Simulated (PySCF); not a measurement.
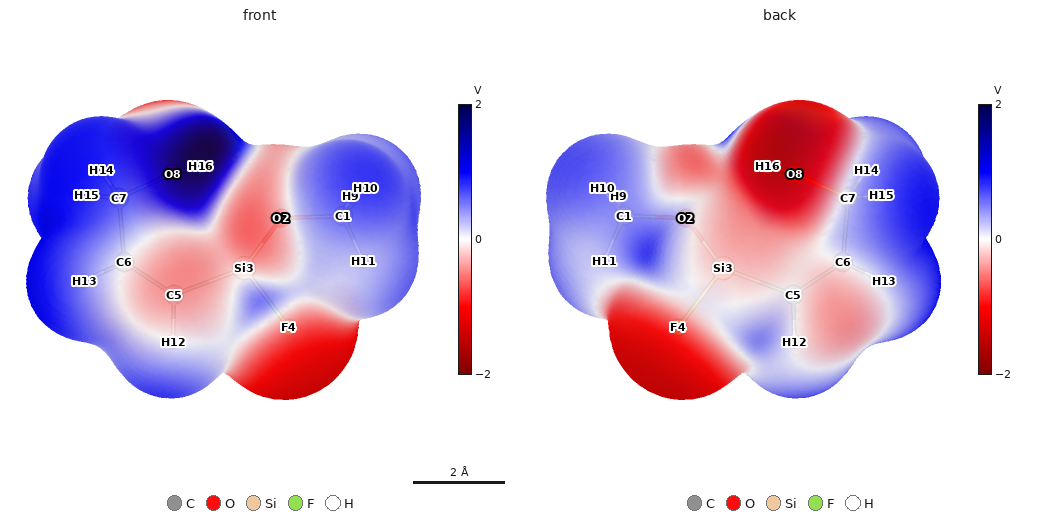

The picture shows: C4H8FO2Si (SMILES CO[Si](F)/C=C\CO) (doublet). The molecular electrostatic potential painted on the density surface at 0.002 e/bohr³, seen from the front and from behind; the colour scale runs from red (negative) to blue (positive).

Geometry: GFN2-xTB.

The calculation used UKS B3LYP, pcH-1 on C F H O Si, non-relativistic, mean-field spin-orbit, GIAO (PySCF 2.14.0, density-fitted response routines).

Input

```
{"job": {"kind": "epr", "basis": "pcH-1"}, "charge": 0, "multiplicity": 2}
C      2.039072     0.340371     2.055680
O      0.934274     0.266347     1.200514
Si     0.813395     0.827437    -0.335275
F      2.386736     0.876815    -0.828010
C      0.029894    -0.397480    -1.504610
C     -1.257081    -0.721943    -1.510967
C     -2.251112    -0.198569    -0.516700
O     -1.687205     0.616337     0.476067
H      2.023791    -0.539235     2.701178
H      1.968469     1.239728     2.672155
H      2.976329     0.364321     1.499179
H      0.662232    -0.756394    -2.304650
H     -1.677000    -1.382243    -2.257796
H     -2.809830    -1.036820    -0.073982
H     -2.973119     0.435475    -1.045715
H     -1.186443     0.074795     1.096769
```

Launched as:

```sh
OMP_NUM_THREADS=1 python probes_run.py task.json out
```

Where is the surface potential most negative and most positive?

The most negative region (about −1.4 V) lies over F4 and O8, the most positive (about +1.9 V) over H16.
